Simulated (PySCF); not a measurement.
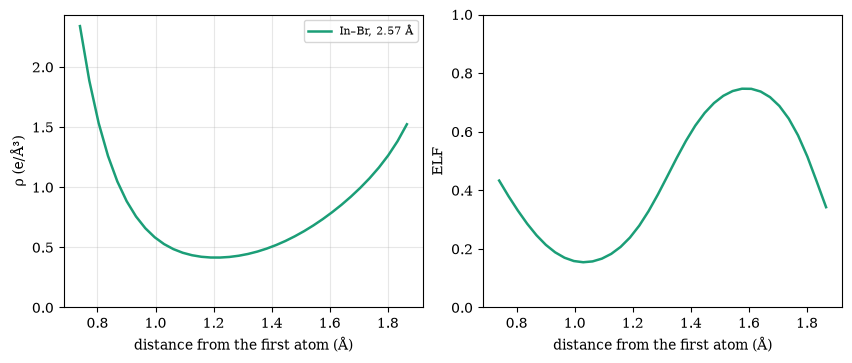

Figure 1: InBr. Electron density and electron localisation function along straight lines between neighbouring atoms. The curves leave out the atomic cores.

Core potentials replace the inner electrons of In.

Level of theory: PySCF 2.14.0, PBE0/cc-pVTZ(-PP), non-relativistic Hamiltonian with scalar-relativistic core potentials where named, at a bond length of 2.573 Å.

What can be read from the curves?

Answer. In–Br (2.57 Å): the density is about 0.43 e/Å³ at the midpoint; the ELF peaks at about 0.75 in the valence shell of Br, 1.0 Å from its nucleus, and drops to about 0.15 between the two atoms.
